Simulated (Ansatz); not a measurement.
# MP2/3-21G run of H2S (hydrogen sulfide)

Aim: the electronic atomisation energy of H2S (hydrogen sulfide) at MP2/3-21G, from 3 runs. 

The calculation is run with Ansatz 0.2.0.

56 further runs of the same task are left out: 2 that didn't finish, 54 set aside as unsound or not needed.

### 1 Starting point

H2S: 3 atoms, total charge 0, spin state singlet. As SMILES, `S`. The coordinates come from a PBE0-D4/def2-TZVP relaxation.

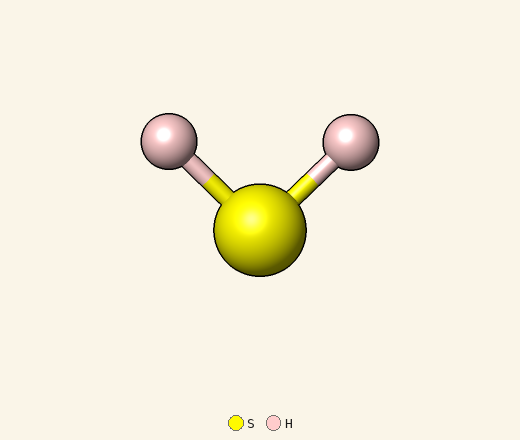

Viewed from a chosen angle; sulfur yellow, hydrogen pink.

### 2 A single-point energy at MP2/3-21G

Contents of input.yaml:

```yaml
crystal:
  periodic: [false, false, false]
  atoms:
    - symbol: S
      position_ang: [0.495500, -0.280600, 0.243900]
    - symbol: H
      position_ang: [0.097900, 0.997700, 0.162400]
    - symbol: H
      position_ang: [-0.593400, -0.717100, -0.406300]
basis:
  gaussian: {orbitals: 3-21G.json}
accuracy: high
correlation: {method: mp2, frozen_orbitals: {H: 0, S: 5}}
```

The basis set 3-21G is read from a file made from the Basis Set Exchange's data (not shown).

Run with:

```console
ansatz run input.yaml --threads 1 --pin off --max-ram 2610MiB --events-out events.jsonl --progress --plain --runs-dir runs
```

What it wrote:

```text
Warning: RAYON_NUM_THREADS=1 ignored (pool sized by the plan → 1); use --threads N
Functional definition: HF
  name "HF"
  exchange = exact_x
  correlation = 0
315 factors; integrals over basis functions are off by at most 4.1e-9 eV
mean field evaluation 1: about -10794.3043 eV, gradient 1.2e1 eV
mean field evaluation 2: about -10794.3027 eV, gradient 1.2e1 eV
mean field evaluation 4: about -10794.8685 eV, gradient 5.9e-1 eV
mean field evaluation 8: about -10794.8697 eV, gradient 7.4e-7 eV
mean field -10794.86969200 eV, -396.7041441556 hartree, gradient 8.5e-9 eV, S^2 0.000000; 0 other end points of the search recorded, 0 dependent functions left out
5 core orbitals not correlated: weight in the atoms' cores, before any rotation towards them, 1.000 or more for the frozen orbitals, at most 0.000 for the correlated occupied ones
reference -10794.86969200 eV, -396.7041441556 hartree; 4, 4 occupied and 8, 8 virtual orbitals, 315 factors
second order -1.67457780 eV of doubles, -0.00000000 eV of singles
Total energy: -10796.54426981 eV, -396.7656837549 hartree
```

It took 0.12 s on 1 thread of Arm Neoverse V1, shared host.

### 3 The H atom: the energy at UHF/3-21G

Contents of job.yaml:

```yaml
crystal:
  periodic: [false, false, false]
  atoms:
    - {symbol: H, position_ang: [0.000000, 0.000000, 0.000000]}
basis:
  gaussian: {orbitals: 3-21G.json}
magnetization: {spin_polarized: true, initial_magnetization: 1}
hamiltonian: {xc: hf}
accuracy: high
```

The basis set 3-21G is read from a file made from the Basis Set Exchange's data (not shown).

Run the same way, it converges to -0.49620 Eh (log not shown).

### 4 The S atom at the same level

Contents of run.yaml:

```yaml
crystal:
  periodic: [false, false, false]
  atoms:
    - symbol: S
      position_ang: [0.000000, 0.000000, 0.000000]
basis:
  gaussian: {orbitals: 3-21G.json}
magnetization: {spin_polarized: true, initial_magnetization: 2}
correlation: {method: mp2, frozen_orbitals: {S: 5}}
accuracy: high
```

The basis set 3-21G is read from a file made from the Basis Set Exchange's data (not shown).

Run the same way, it converges to -395.57196 Eh (log not shown).

### 5 Outcome

At MP2/3-21G, 5 core orbitals frozen:

```
                                             quantity          value
                               molecule: total energy  -396.76568 Eh
molecule: correlation energy (5 core orbitals frozen)      -61.5 mEh
                                 H atom: total energy    -0.49620 Eh
                                         H atom: ⟨S²⟩          0.750
                                 S atom: total energy  -395.57196 Eh
  S atom: correlation energy (5 core orbitals frozen)      -20.6 mEh
            S atom: ⟨S²⟩ of the reference determinant          2.001
                        electronic atomisation energy       5.478 eV
```

Taking the molecule apart into free atoms costs 5.48 eV (529 kJ/mol), before zero-point energy and without spin-orbit coupling. The basis has no polarisation functions, which makes bonds too weak.
